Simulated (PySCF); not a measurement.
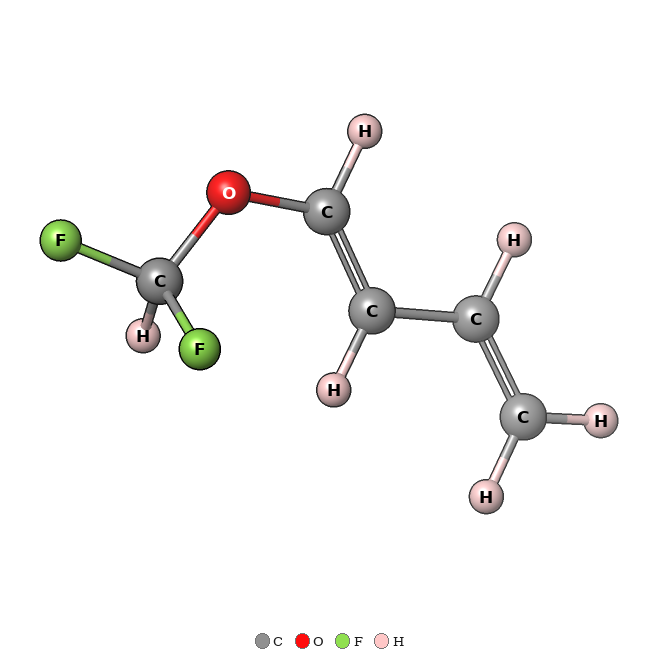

Orthographic view. Depth is shown by fading: the farther an atom, the more it takes the colour of the background. The computed structure is the end point of a GFN2-xTB optimisation. No frequency run is at hand to confirm it as a minimum.

Q: Give the standard InChI.

A: InChI=1S/C5H6F2O/c1-2-3-4-8-5(6)7/h2-5H,1H2/b4-3+
